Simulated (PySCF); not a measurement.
# C₂H₁₃N₃OSi₃: what the fields show

```xyz
22

C     2.5758    0.7310   -0.3822
N     1.2631    0.2030   -0.0613
Si    1.1947   -1.5168   -0.1496
N    -0.4138   -2.0547    0.1815
Si   -1.8749   -1.4942   -0.5450
C    -2.4058    0.1822    0.1832
N    -1.4212    1.2378    0.0317
Si    0.1409    1.2485    0.7571
O     0.6574    2.7938    0.6247
H     3.3450    0.2907    0.2565
H     2.8320    0.5034   -1.4185
H     2.5954    1.8072   -0.2404
H     1.6351   -1.8947   -1.5033
H     2.0421   -2.1669    0.8629
H    -0.4502   -2.9793    0.5721
H    -2.8980   -2.4851   -0.1807
H    -1.7636   -1.3837   -2.0047
H    -2.6784    0.0531    1.2402
H    -3.3193    0.4948   -0.3310
H    -1.8687    2.1414    0.1162
H     0.2100    1.0785    2.2100
H     0.5920    3.2295   -0.2204
```

Geometry: GFN2-xTB.

The calculation used PySCF, PBE0/pcSseg-1, SCF density, gas phase, non-relativistic.

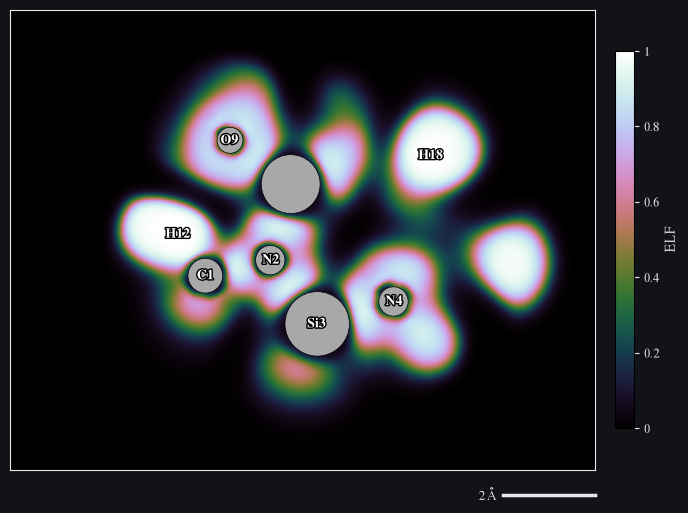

Figure 1. ELF on the plane of atoms N2, C1 and H12. Grey discs cover the atomic cores.

**What does the map show?**

- The section cuts through C, N, Si, O and H sites.
- C–N (1.45 Å): the ELF peaks at about 0.90 between the atoms: localised, covalent bonding.
- Si–N (1.72 Å): the ELF peaks at about 0.90 between the atoms; a polar covalent bond.
- C–H (1.09 Å): the ELF climbs to about 1 towards the hydrogen, as it does in any bond to H (a covalent bond by its length).
- The ELF also peaks beside O9, away from the bonds: lone-pair regions.

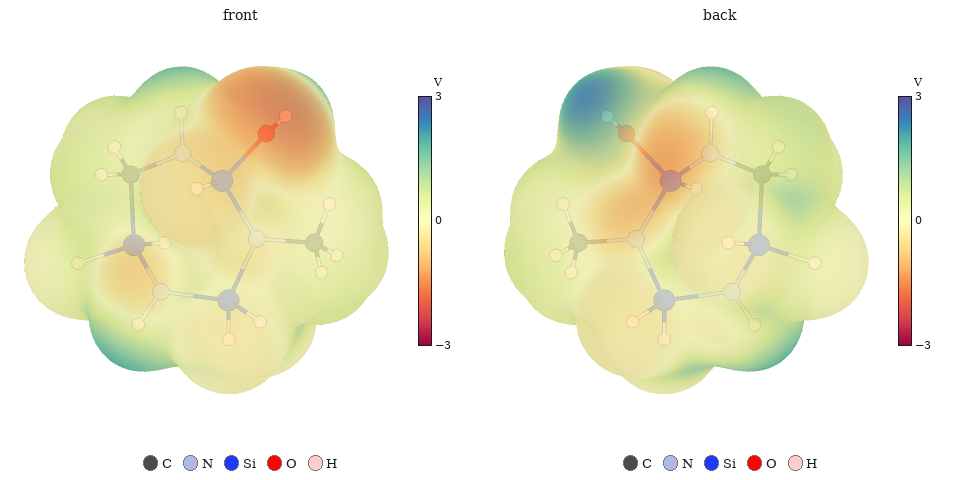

Figure 2. The molecular electrostatic potential painted on the density surface at 0.002 e/bohr³, seen from the front and from behind; the colour scale runs from red (negative) to blue (positive).

**Where is the surface potential most negative and most positive?**

The most negative region (about −1.6 V) lies over O9, the most positive (about +2.2 V) over H22. O9 is the likeliest acceptor of a hydrogen bond.

**How polar is the molecule by this calculation?**

Its dipole moment is 1.18 D.
